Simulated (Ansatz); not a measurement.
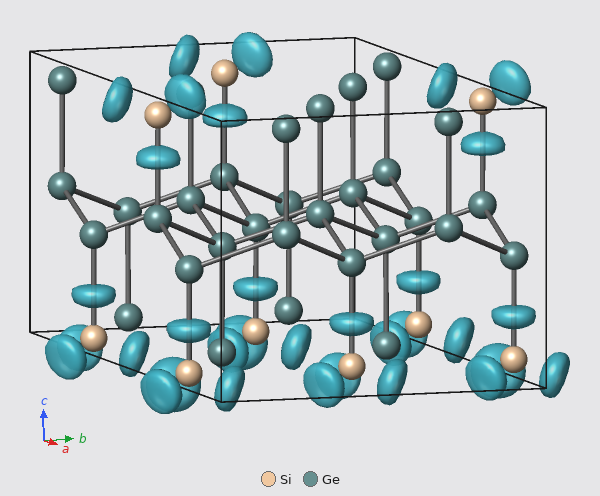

Figure 1: Si3Ge13. Isosurface of the ELF at 0.85 (cyan), seen slightly off an axis. Only the valence region is drawn (cores and ρ < 0.01 e/Å³ removed). Sticks mark near contacts.

Space group Cm; a generated structure, not necessarily the stable one.

Computed with Ansatz 0.2.0, DFT HSE06, scalar-relativistic, plane waves, PAW.

In a PAW calculation such maps are meaningful between the atoms, not at the nuclei.

Input file:

```
crystal:
  lattice:
    - [-0.000251976, -0.0001454784, -6.5365735318]
    - [-3.9585632011, -6.8580450801, -0.0003052699]
    - [-3.9599596591, 6.8588513255, 0.0]
  atoms:
    - { symbol: Si, position: [0.9385548085, 0.166938764, 0.833469382] }
    - { symbol: Si, position: [0.9389369238, 0.1624049061, 0.3312024531] }
    - { symbol: Ge, position: [0.9380437221, 0.6687350967, 0.8378688083] }
    - { symbol: Ge, position: [0.9380437221, 0.6687350967, 0.3308662884] }
    - { symbol: Ge, position: [0.4379092866, 0.3319550768, 0.1662030914] }
    - { symbol: Ge, position: [0.4379092866, 0.3319550768, 0.6657519853] }
    - { symbol: Ge, position: [0.4296387567, 0.8350067872, 0.1675033936] }
    - { symbol: Ge, position: [0.4374874566, 0.8345986472, 0.6672993236] }
    - { symbol: Ge, position: [0.5696066476, 0.1670230782, 0.8335115391] }
    - { symbol: Ge, position: [0.5691076389, 0.165405081, 0.3327025405] }
    - { symbol: Ge, position: [0.5612128022, 0.6671680082, 0.8347419387] }
    - { symbol: Ge, position: [0.5612128022, 0.6671680082, 0.3324260695] }
    - { symbol: Ge, position: [0.0605795921, 0.328655972, 0.1644739323] }
    - { symbol: Ge, position: [0.0605795921, 0.328655972, 0.6641820397] }
    - { symbol: Si, position: [0.0601464167, 0.83782388, 0.16891194] }
    - { symbol: Ge, position: [0.0610305452, 0.8377705491, 0.6688852745] }
basis:
  ecutwfc: 420
kpoints:
  mp_grid: { grid: [2, 2, 2] }
  band_path: { path: [[0.0, 0.0, 0.0], [0.05, 0.0, 0.0]], npoints: 1 }
hamiltonian:
  xc: hse06
scf:
  occupations: { method: gaussian, width: 0.1 }
  n_extra_bands: 11
output:
  eigenvalues: true
  write_density: true
  write_potential: true
  elf: true
  volumetric_format: npy
```

Command:

```sh
ansatz run input.yaml --threads 4 --pin off --max-ram 10240MiB --backend cpu --events-out ev --progress --plain --runs-dir out
```

Below, planes, directions and counts refer to the conventional cell (a = 13.71 Å, b = 7.92 Å, c = 6.54 Å, α = 90.00°, β = 90.01°, γ = 90.00°).

Identify the bonds, lone pairs and shells in this picture.

At this value the surface marks out 20 regions between bonded Ge–Si atoms (shared pairs) and two regions between bonded Si–Si atoms (shared pairs), counted in one cell of 32 atoms. Regions shared between cells count once.

Values along the shortest contacts:
Si–Si (2.36 Å): the ELF peaks at about 0.95 between the atoms, as expected for localised, covalent bonding. Si–Ge (2.39 Å): the ELF peaks at about 0.95 between the atoms (a shared electron pair).
